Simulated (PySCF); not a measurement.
# WOH: structure of the quartet

Aim: relax WOH as a quartet from a linear start, check by its vibrations whether the end is a minimum, and collect its spectrum and constants.

Method: PBE0, basis W def2-TZVP with ECP60, O def2-TZVP, H def2-TZVP, scalar-relativistic core potentials, no spin–orbit coupling, density fitting; program: PySCF 2.14.0.

### 1 Where the work starts

3 atoms, charge 0, spin multiplicity 4.

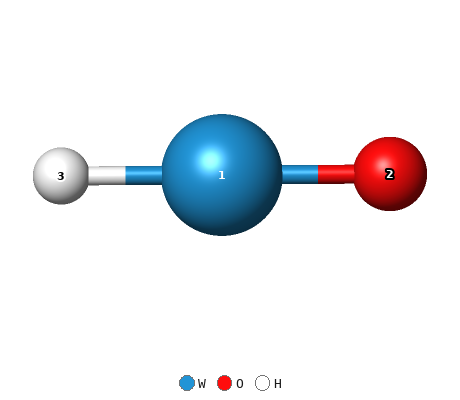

Start geometry, drawn with tungsten blue, oxygen red, hydrogen white; atoms are numbered from 1 in the order of the file.

```xyz
3
charge 0 multiplicity 4
W     0.0000    0.0000    0.0000
O     0.0000    0.0000   -1.7700
H     0.0000    0.0000    1.6900
```

### 2 First SCF at the start

One driver script runs all steps and calls PySCF; scf.py shows how it sets up the SCF of each step. The optimiser is the driver's own. After this first run the driver tries any further starts and a stability analysis.

The input, scf.py:

```python
from pyscf import gto, scf, dft
mol = gto.M(atom='''
W      0.000000     0.000000     0.000000
O      0.000000     0.000000    -1.770000
H      0.000000     0.000000     1.690000''',
    basis={'W': 'def2-TZVP', 'O': 'def2-TZVP', 'H': 'def2-TZVP'},
    ecp={'W': 'def2-TZVP'},
    charge=0, spin=3)
mf = dft.UKS(mol, xc='PBE0')
mf.grids.atom_grid = (50, 194)
aux = {'W': 'def2-universal-JKFIT', 'O': 'def2-universal-JKFIT', 'H': 'def2-universal-JKFIT'}
mf = mf.density_fit(auxbasis=aux)
mf.conv_tol = 1e-08
mf.diis_space = 10
mf.max_cycle = 60
mf.init_guess = 'minao'
mf.verbose = 4
mf.kernel()
```

The run is started by

```bash
OMP_NUM_THREADS=2 python axn.py task.json out
```

What it wrote:

```text
init E= -123.880571253182
[... the frontier-level lines of each cycle are left out ...]
cycle= 1 E= -142.411980520237  delta_E= -18.5  |g|= 0.898  |ddm|= 5.26
cycle= 2 E= -135.614176213226  delta_E=  6.8  |g|= 3.06  |ddm|=  2.2
cycle= 3 E= -142.7203857342  delta_E= -7.11  |g|= 0.254  |ddm|= 1.99
cycle= 4 E= -142.755215609087  delta_E= -0.0348  |g|= 0.0867  |ddm|= 0.296
cycle= 5 E= -142.75799826091  delta_E= -0.00278  |g|= 0.0364  |ddm|= 0.0743
cycle= 6 E= -142.758679346792  delta_E= -0.000681  |g|= 0.00997  |ddm|= 0.0207
cycle= 7 E= -142.75888786171  delta_E= -0.000209  |g|= 0.00709  |ddm|= 0.0183
cycle= 8 E= -142.759010799777  delta_E= -0.000123  |g|= 0.00134  |ddm|= 0.0218
cycle= 9 E= -142.759015899982  delta_E= -5.1e-06  |g|= 0.000622  |ddm|= 0.00468
cycle= 10 E= -142.759016584284  delta_E= -6.84e-07  |g|= 0.000313  |ddm|= 0.0018
cycle= 11 E= -142.759016676275  delta_E= -9.2e-08  |g|= 3.53e-05  |ddm|= 0.000685
cycle= 12 E= -142.759016678945  delta_E= -2.67e-09  |g|= 1.48e-05  |ddm|= 0.000134
Extra cycle  E= -142.759016678164  delta_E= 7.81e-10  |g|= 4.82e-05  |ddm|= 3.17e-05
converged SCF energy = -142.759016678164  <S^2> = 3.8195876  2S+1 = 4.0346438
```

This step, with its further starts and checks, ran for 4.5 s (2 threads of AMD EPYC 9B45 (Zen 5), shared host).

Energies from each starting density:

| start | energy (Eh) |
| --- | --- |
| the minimal-basis guess | -142.759017 |
| a thermally smeared density | -142.759017 |
| a smeared PBE density | -142.759017 |

No lower solution of this spin turned up from the other starts or in the test of internal stability.

### 3 Relaxation: linear start, quartet

The program finds C∞v symmetry in the start, which this walk keeps.

Edit scf.py of step 2 so:

```diff
@@ -3,3 +3,3 @@
-W      0.000000     0.000000     0.000000
-O      0.000000     0.000000    -1.770000
-H      0.000000     0.000000     1.690000''',
+W      0.000000     0.000000     0.132408
+O      0.000000     0.000000    -1.637592
+H      0.000000     0.000000     1.822408''',
@@ -16 +15,0 @@
-mf.init_guess = 'minao'
```

Energy and gradient, step by step:

| step | energy (Eh) | change (kJ/mol) | largest symmetric gradient (Eh/bohr) |
| --- | --- | --- | --- |
| 0 | -142.759017 | 0.00 | 0.09476 |
| 1 | -142.768568 | -25.08 | 0.02842 |
| 2 | -142.771363 | -32.41 | 0.00735 |
| 3 | -142.771595 | -33.02 | 0.00138 |
| 4 | -142.771604 | -33.05 | 0.00017 |
| 5 | -142.771604 | -33.05 | 0.00003 |

The walk took 5.6 s.

Geometry (Å) and forces (eV/Å) at some steps:

```
step 0
W    0.000   0.000   0.132   0.000   0.000  -4.873
O    0.000   0.000  -1.638   0.000   0.000   1.964
H    0.000   0.000   1.822   0.000   0.000   2.908
step 1
W    0.000   0.000   0.082   0.000   0.000  -1.406
O    0.000   0.000  -1.633   0.000   0.000  -0.055
H    0.000   0.000   1.868   0.000   0.000   1.461
step 3
W    0.000   0.000   0.042   0.000   0.000  -0.054
O    0.000   0.000  -1.666   0.000   0.000  -0.017
H    0.000   0.000   1.942   0.000   0.000   0.071
step 5
W    0.000   0.000   0.039   0.000   0.000   0.001
O    0.000   0.000  -1.669   0.000   0.000  -0.002
H    0.000   0.000   1.947   0.000   0.000   0.000
```

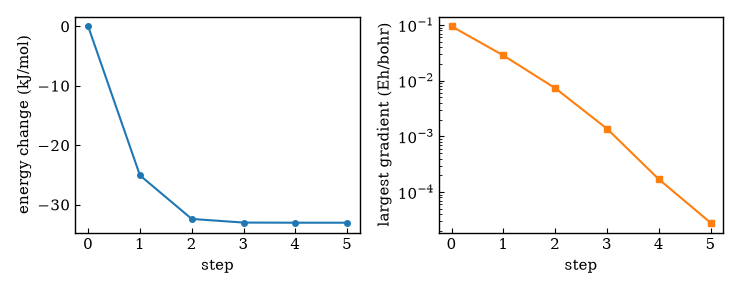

How energy and gradient fall.

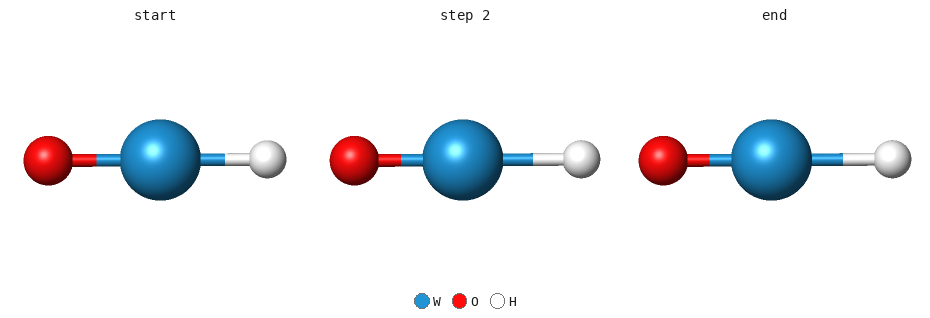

The geometry along the walk, at one scale.

End point (C∞v, 5 steps, 33.0 kJ/mol gained): W–H 1.908 Å, W–O 1.708 Å; H–W–O 180.0°.

### 4 Is it a minimum? Harmonic modes

The point is checked on the finer grid, and tightened if its gradient asks for it. The Hessian and the dipole derivatives come from central differences of analytic gradients, with steps of 0.02 bohr.

Edit scf.py of step 3 so:

```diff
@@ -3,3 +3,3 @@
-W      0.000000     0.000000     0.132408
-O      0.000000     0.000000    -1.637592
-H      0.000000     0.000000     1.822408''',
+W      0.000000    -0.000000     0.126350
+O     -0.000000     0.000000    -1.581262
+H      0.000000    -0.000000     2.033972''',
@@ -10 +10 @@
-mf.grids.atom_grid = (50, 194)
+mf.grids.atom_grid = (75, 302)
@@ -13 +13 @@
-mf.conv_tol = 1e-08
+mf.conv_tol = 1e-10
```

This SCF starts from the last density.

Log of the central SCF (cycles and frontier levels):

```text
init E= -142.771585748625
[... the frontier-level lines of each cycle are left out ...]
cycle= 1 E= -142.7715857486  delta_E= 2.48e-11  |g|= 8.48e-06  |ddm|= 6.11e-06
Extra cycle  E= -142.771585748331  delta_E= 2.69e-10  |g|= 2.77e-05  |ddm|= 1.76e-05
converged SCF energy = -142.771585748331  <S^2> = 3.7915747  2S+1 = 4.0207336
```

The whole step took 13 s.

Geometry: C∞v; W–H 1.908 Å, W–O 1.708 Å; H–W–O 180.0°.

Modes, for the most abundant isotopes:

| symmetry | ω (cm⁻¹) | IR (km/mol) | μ (u) | type |
| --- | --- | --- | --- | --- |
| π | 580i | 257 | 1.11 | bend |
| σ+ | 973 | 181 | 14.32 | stretch |
| σ+ | 1634 | 212 | 1.03 | stretch |

2 modes are imaginary, the largest at 580i cm⁻¹: a saddle point, not a minimum.

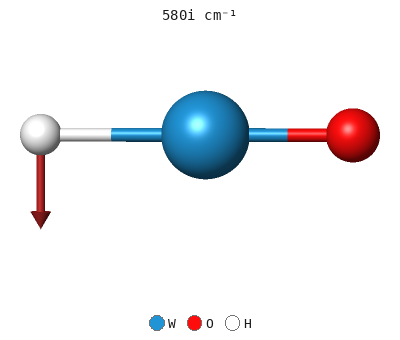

The imaginary mode, as arrows.

Properties at this point:

```yaml
Dipole_moment: 0.32 D
Highest_occupied_level: -6.95 eV
Lowest_empty_level: -3.07 eV
Rotational_constants: 0.3579 cm⁻¹
Zero-point_energy_real_modes: 15.6 kJ/mol
Principal_polarisabilities: 45.1, 45.1, 49.6 bohr³
Atomisation_energy_without_zero-point_energy: 898 kJ/mol
Principal_traceless_quadrupole_moments_about_the_centre_of_mass: -11.82, 5.91, 5.91 D Å
Spin_squared_⟨S²⟩: 3.792
```

Populations by atom (charges in e):

```
atom  Mulliken  Löwdin  polar tensor  spin (Mulliken)  Mayer order to W1
  W1      0.63    0.53          1.15             3.19                  –
  O2     -0.46   -0.27         -0.75            -0.21               2.25
  H3     -0.17   -0.26         -0.40             0.02               0.93
```

Mulliken populations on W1 (outside its core potential): s 3.05, p 6.30, d 3.96, f 0.06.

### 5 Downhill along the imaginary mode

The atoms are moved a little along the softest imaginary mode and relaxed again.

The program finds Cs symmetry in the start, which this walk keeps. Threshold on the gradient: 0.0003 Eh/bohr, with a further test on the energy change.

Edit scf.py of step 4 so:

```diff
@@ -3,3 +3,3 @@
-W      0.000000    -0.000000     0.126350
-O     -0.000000     0.000000    -1.581262
-H      0.000000    -0.000000     2.033972''',
+W     -0.000101    -0.001388     0.126350
+O      0.000611     0.008425    -1.581262
+H      0.008674     0.119686     2.033972''',
@@ -10 +10 @@
-mf.grids.atom_grid = (75, 302)
+mf.grids.atom_grid = (50, 194)
@@ -13 +13 @@
-mf.conv_tol = 1e-10
+mf.conv_tol = 1e-08
```

The optimiser's trace:

| step | energy (Eh) | change (kJ/mol) | largest symmetric gradient (Eh/bohr) |
| --- | --- | --- | --- |
| 0 | -142.771958 | 0.00 | 0.00590 |
| 1 | -142.772701 | -1.95 | 0.01007 |
| 2 | -142.774718 | -7.25 | 0.01510 |
| 3 | -142.778884 | -18.18 | 0.01723 |
| 4 | -142.784196 | -32.13 | 0.02692 |
| 5 | -142.789390 | -45.77 | 0.06210 |
| 6 | -142.796030 | -63.20 | 0.01733 |
| 7 | -142.798257 | -69.05 | 0.01464 |
| 8 | -142.799359 | -71.94 | 0.00431 |
| 9 | -142.799388 | -72.02 | 0.00080 |
| 10 | -142.799390 | -72.02 | 0.00006 |

The walk took 10 s.

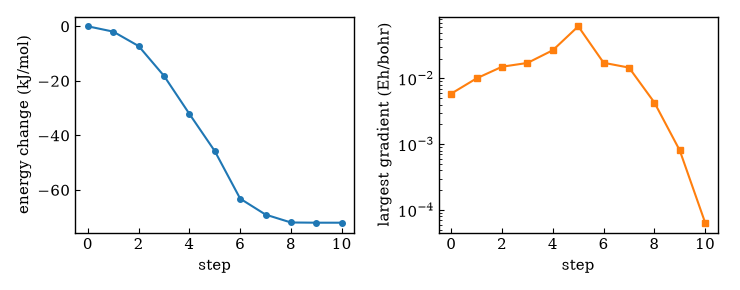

Energy and largest gradient along the walk.

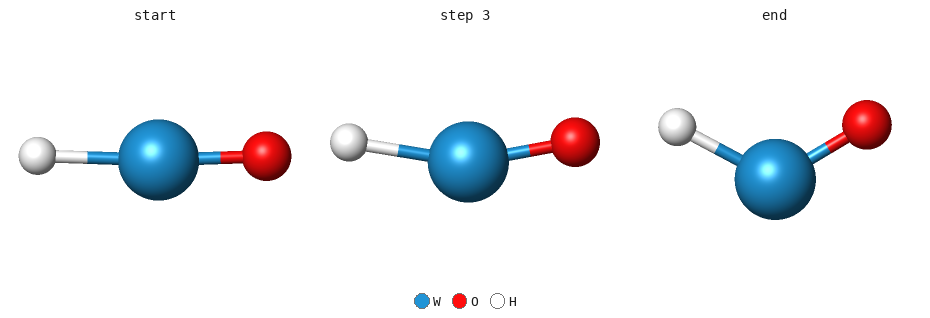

The geometry along the walk, at one scale.

It settles in Cs symmetry, 72.0 kJ/mol below the start, after 10 steps: W–H 1.756 Å, W–O 1.684 Å; H–W–O 121.2°.

### 6 Frequencies

As before: finer grid, then central differences.

Edit scf.py of step 5 so:

```diff
@@ -3,3 +3,3 @@
-W     -0.000101    -0.001388     0.126350
-O      0.000611     0.008425    -1.581262
-H      0.008674     0.119686     2.033972''',
+W     -0.005027    -0.069368     0.109511
+O      0.054167     0.747391    -1.362391
+H      0.057953     0.799625     1.633905''',
@@ -10 +10 @@
-mf.grids.atom_grid = (50, 194)
+mf.grids.atom_grid = (75, 302)
@@ -13 +13 @@
-mf.conv_tol = 1e-08
+mf.conv_tol = 1e-10
```

Log of the central SCF (cycles and frontier levels):

```text
init E= -142.799386855471
[... the frontier-level lines of each cycle are left out ...]
cycle= 1 E= -142.79938685544  delta_E= 3.12e-11  |g|= 1.08e-05  |ddm|= 1.03e-05
cycle= 2 E= -142.799386855055  delta_E= 3.85e-10  |g|= 3.35e-05  |ddm|= 2.29e-05
cycle= 3 E= -142.799386855485  delta_E= -4.3e-10  |g|= 1.6e-06  |ddm|= 1.64e-05
cycle= 4 E= -142.799386855489  delta_E= -3.64e-12  |g|= 2.95e-07  |ddm|= 1.67e-06
Extra cycle  E= -142.799386855488  delta_E= 6.82e-13  |g|= 2.09e-07  |ddm|= 1.25e-06
converged SCF energy = -142.799386855488  <S^2> = 3.7776672  2S+1 = 4.0138098
```

The whole step ran for 19 s (2 threads of AMD EPYC 9B45 (Zen 5), shared host).

Geometry: Cs; W–H 1.756 Å, W–O 1.684 Å; H–W–O 121.2°.

Harmonic modes (main isotopes):

| symmetry | ω (cm⁻¹) | IR (km/mol) | μ (u) | type |
| --- | --- | --- | --- | --- |
| a' | 553 | 22.2 | 1.09 | bend |
| a' | 1031 | 162 | 16.26 | stretch |
| a' | 1868 | 174 | 1.02 | stretch |

No imaginary mode, so this is a minimum.

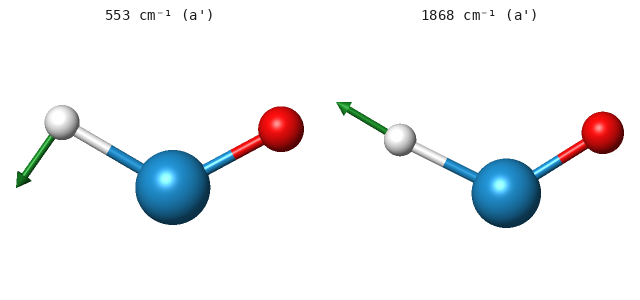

How the atoms move in 2 of the modes.

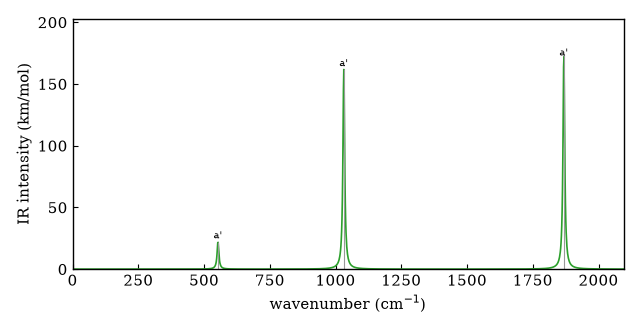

The harmonic infrared spectrum (widths in cm⁻¹). Lines are broadened to a width of 8 cm⁻¹ (Lorentzian).

Properties at this point:

```
Dipole moment                                                   : 2.57 D
Highest occupied level                                          : -5.97 eV
Lowest empty level                                              : -2.74 eV
Rotational constants                                            : 7.652, 0.3929, 0.3737 cm⁻¹
Zero-point energy                                               : 20.6 kJ/mol
Principal polarisabilities                                      : 47.4, 48.0, 50.0 bohr³
Atomisation energy without zero-point energy                    : 971 kJ/mol
Principal traceless quadrupole moments about the centre of mass : -4.41, -0.28, 4.69 D Å
Entropy at 298.15 K and 1 bar (electronic part: spin only)      : 272.4 J/(mol K)
Heat capacity Cp at 298.15 K                                    : 39.5 J/(mol K)
Enthalpy at 298.15 K above 0 K                                  : 10.50 kJ/mol
Rotational symmetry number                                      : 1
Spin squared ⟨S²⟩                                               : 3.778
```

Populations by atom (charges in e):

| atom | Mulliken | Löwdin | polar tensor | spin (Mulliken) | Mayer order to W1 |
| --- | --- | --- | --- | --- | --- |
| W1 | 0.58 | 0.43 | 0.91 | 3.20 | – |
| O2 | -0.45 | -0.27 | -0.69 | -0.14 | 2.24 |
| H3 | -0.13 | -0.16 | -0.22 | -0.06 | 0.96 |

Mulliken populations on W1 (outside its core potential): s 2.92, p 6.36, d 4.08, f 0.06.

### 7 All stationary points

| spin | group | bonds | imaginary modes (cm⁻¹) | ΔE (kJ/mol) | with zero-point energy |
| --- | --- | --- | --- | --- | --- |
| quartet | Cs | W–H 1.756 Å, W–O 1.684 Å | none | 0.0 | 0.0 |
| quartet | C∞v | W–H 1.908 Å, W–O 1.708 Å | 580i, 580i | 73.0 | – |

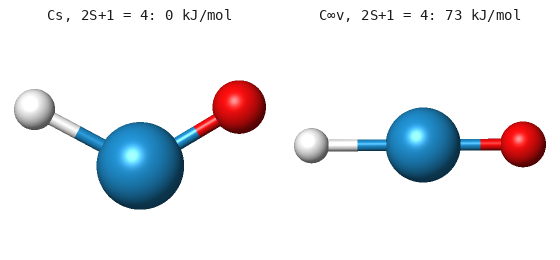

The points, lowest first (tungsten blue, oxygen red, hydrogen white).

### 8 What came out

| quantity | value |
| --- | --- |
| minimum | quartet, Cs |
| geometry | W–H 1.756 Å, W–O 1.684 Å; H–W–O 121.2° |
| wavenumbers (cm⁻¹) | 553 (a'), 1031 (a'), 1868 (a') |
| dipole moment | 2.57 D |
| highest occupied, lowest empty level (either spin) | -5.97, -2.74 eV |
| polar-tensor charge of W1 | +0.91 e |
| zero-point energy | 20.6 kJ/mol |
| entropy at 298.15 K | 272.4 J/(mol K) |
| atomisation energy (no zero-point energy) | 971 kJ/mol |
| ⟨S²⟩ | 3.778 |

**Reading.** The linear start (C∞v) ends in a minimum of Cs symmetry, after a stop at a second-order saddle point 73.0 kJ/mol higher, from which it was pushed off along an imaginary mode. The strongest infrared band lies at 1868 cm⁻¹ (a', stretch). Most of the spin sits on W1 (Mulliken spin 3.20, against 3 for the whole molecule). Other starts or spin states, not run here, may lie lower. Open d and f shells are described by one determinant, and the ground state may have another occupation or spin. With an element this heavy the missing spin–orbit coupling can shift these numbers.

The search up to here took 53 s.
